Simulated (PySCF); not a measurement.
C3H10NSi3 (doublet)

```xyz
17

C     2.9311    0.1297    0.5768
Si    1.2532    0.7524   -0.0456
C     0.1272   -0.7520   -0.4396
C    -0.0065   -1.5522    0.7222
N    -0.1632   -2.1605    1.6839
Si   -1.6934   -0.3204   -0.9591
Si   -2.9401    0.7201    0.6511
H     3.4713   -0.4118   -0.1957
H     3.5606    0.9531    0.9010
H     2.8040   -0.5435    1.4209
H     0.5946    1.5728    0.9751
H     1.3896    1.5025   -1.3000
H     0.5958   -1.3527   -1.2230
H    -2.1766   -1.5794   -1.5669
H    -3.0904    0.1073    1.9740
H    -2.3724    2.0578    0.8679
H    -4.2919    0.8888    0.1069
```

Geometry: GFN2-xTB.

Method: PySCF 2.14.0, density-fitted response routines, UKS B3LYP, pcH-1 on C H N Si, non-relativistic, mean-field spin-orbit, GIAO.

> Predict the electron density, electron localisation function and spin density between the atoms.

C–N (1.15 Å): the density is about 4 e/Å³ at the midpoint; the ELF is about 0.60 at the midpoint.
C–C (1.42 Å): ρ is about 2 e/Å³ halfway; the ELF peaks at about 0.95 between the atoms (localised, covalent bonding).
C–Si (1.92 Å): ρ is about 0.72 e/Å³ halfway; the ELF peaks at about 0.95 between the atoms; localised, covalent bonding.
C–Si (1.92 Å): ρ at the midpoint is about 0.72 e/Å³; the ELF peaks at about 0.95 between the atoms; a shared electron pair.
The unpaired spin (1 electron) lies mostly on Si6 (about 0.8) and Si7 (about 0.1), in electrons by Hirshfeld's partition.

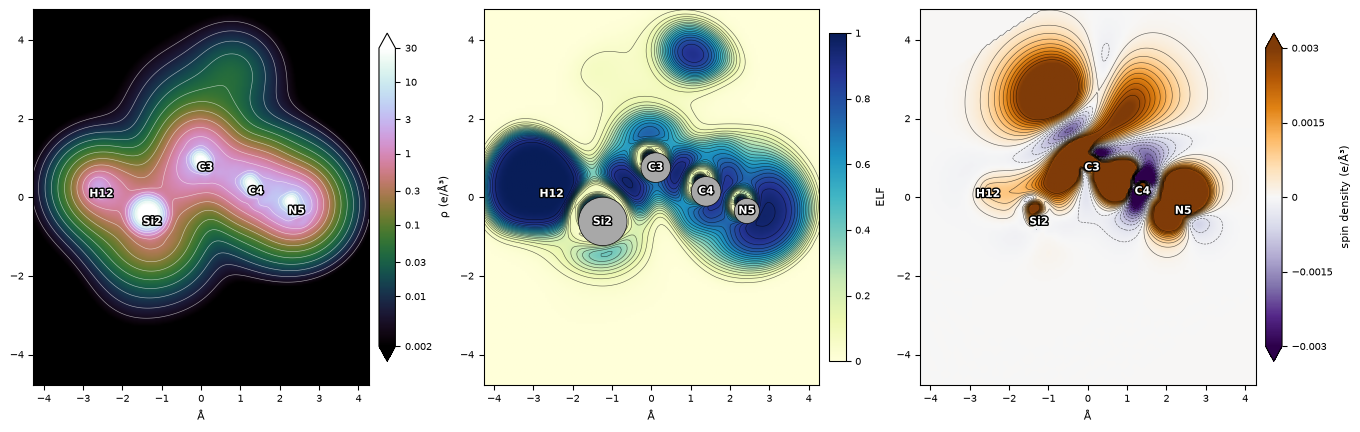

Computed electron density, electron localisation function and spin density on the plane of atoms C3, Si2 and H12, in this order. Grey discs cover the atomic cores in the ELF map. 
